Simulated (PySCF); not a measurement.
## A study: C₄H₄Se, SMILES `c1cc[se]c1`

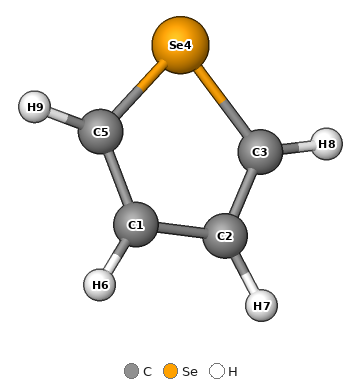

The molecule, with its atoms numbered as below. No frequency check shows the geometry to be a minimum.

Coordinates in Å:

```
C1       1.6739   -0.7081    0.0000
C2       1.6739    0.7082    0.0000
C3       0.4395    1.2708    0.0000
Se4     -0.9101    0.0000    0.0000
C5       0.4395   -1.2708    0.0000
H6       2.5816   -1.2877    0.0000
H7       2.5816    1.2878    0.0000
H8       0.2099    2.3212    0.0000
H9       0.2100   -2.3212    0.0000
```

Part 1: Bonding charge

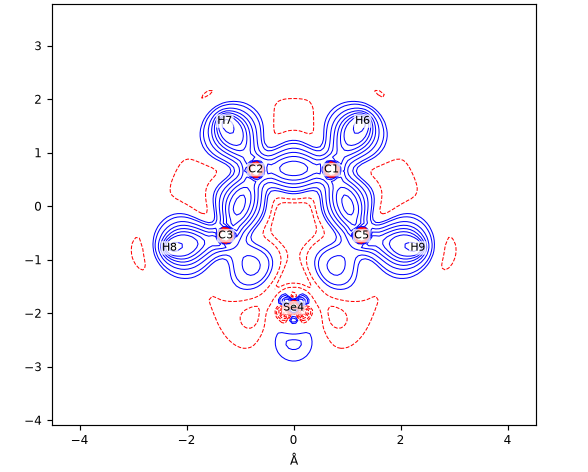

Deformation density (molecule less spherical, spin-averaged free atoms) in the molecular plane; contours at ±0.05 to ±0.8 e/Å³; solid blue lines: gain, dashed red lines: loss.

PySCF calculation, PBE0/def2-SVP, gas phase; geometry: GFN2-xTB.

Q: How much density has each bond in this plane gained at its critical point, relative to the free atoms?

A: C3–H8 and C5–H9: +0.72 e/Å³ at the bond critical point (bond length 1.07 Å, Mayer order 1.0). C2–H7 and C1–H6: +0.71 e/Å³ at the bond critical point (bond length 1.08 Å, Mayer order 1.0). C2–C3 and C1–C5: +0.64 e/Å³ at the bond critical point (bond length 1.36 Å, Mayer order 1.6). C1–C2: +0.57 e/Å³ at the bond critical point (bond length 1.42 Å, Mayer order 1.3). C3–Se4 and Se4–C5: +0.20 e/Å³ at the bond critical point (bond length 1.85 Å, Mayer order 1.2). In all, 2.0 electrons gather in the regions of gain relative to the promolecule.

Part 2: Local ionisation energy

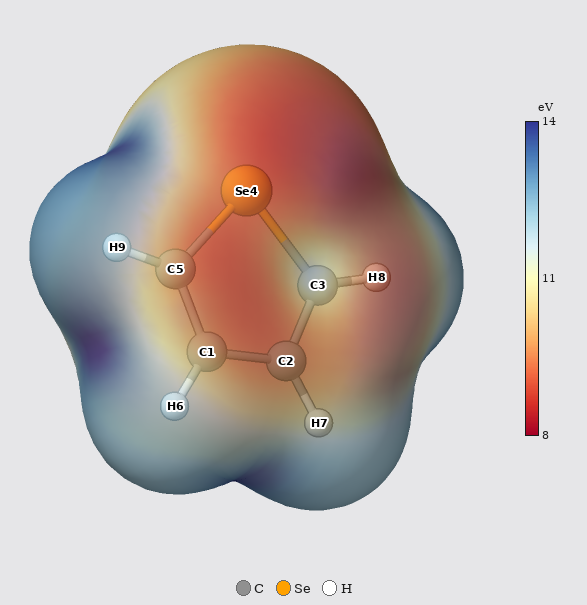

Average local ionisation energy on the surface of electron density 0.001 a.u.

Q: Where are the most loosely bound electrons on this surface?

A: The lowest value is 8.2 eV, off the molecular plane, over Se4 (2.3 Å), and at like points elsewhere. Further minima include 8.9 eV, off the C1–C5 bond (2.1 to 2.2 Å from its atoms), and at like points elsewhere. For comparison, the highest occupied orbital lies at −6.8 eV.

Q: What volume does the surface enclose, and what is the dipole moment?

A: About 114 Å³; the dipole moment is 0.3 D.

Part 3: Magnetic shielding

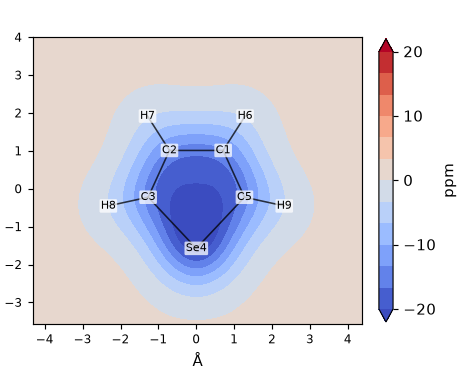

NICSzz (the component normal to the ring) 1.7 Å above the plane of the 5-membered ring C1/C2/C3/Se4/C5; GIAO shieldings; atoms are projected onto the map; negative values mean shielding.

PySCF calculation, PBE/def2-SVP, gas phase; geometry: GFN2-xTB.

Q: What does the map say about the ring?

A: It is strongly diatropic (aromatic): NICS(0) = −12.6, NICS(1) = −10.8, NICS(1)zz = −25.8 ppm.

Q: What absolute proton shieldings does the same calculation give?

A: From 24.4 ppm (H8 and H9) to 24.6 ppm (H6 and H7).

Part 4: The π system

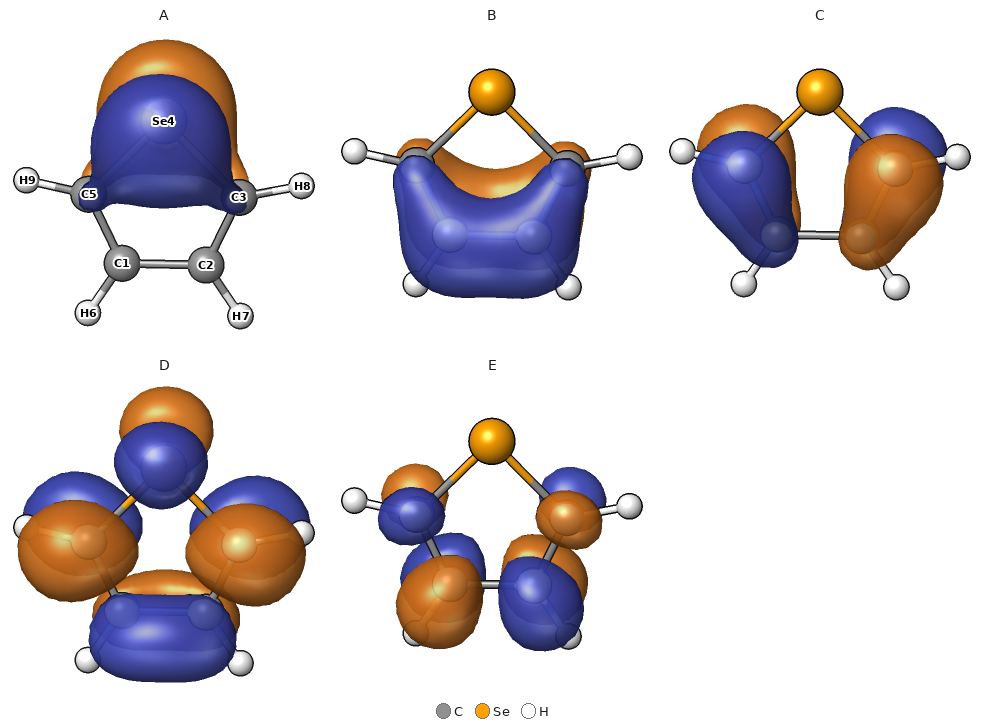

Natural orbitals of the π active space, CASSCF(6,5), triplet state at the geometry of the singlet, in order of falling occupation.

Level of theory: 6-311G** basis (PySCF), at a geometry from GFN2-xTB.

Q: What are the natural occupation numbers?

A: A 2.00, B 1.88, C 1.05, D 0.95, E 0.12.

Q: Where does the lowest triplet lie relative to the singlet, at this geometry and within this active space?

A: 3.98 eV above it by strongly contracted NEVPT2 (+3.60 eV by CASSCF); a small basis tends to put such gaps a few tenths of an eV too high. This is a vertical energy for π states alone; a state that uses lone pairs or σ orbitals may lie lower.

The PySCF runs shown took 13 s, 21 s and 6.2 min on 1 thread of Arm Neoverse V1 (shared host).
